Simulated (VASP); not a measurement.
Band structure of MgSn (space group C2/m). Method: PBEsol GGA with spin-orbit coupling, VASP's PBE PAW potentials (set 64) (plane waves; VASP 6.6.1).

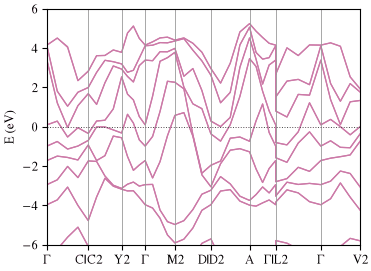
Bands along high-symmetry lines, zero at the valence-band maximum or, without a gap, the Fermi level

Problem. Read the plot: is there a gap, and where are the band edges?

Solution. It has no gap at this level: it comes out as a metal or semimetal.

The structure comes from a computed database's MgSn entry (C2/m); how it stands against other phases isn't given here. It was relaxed first.
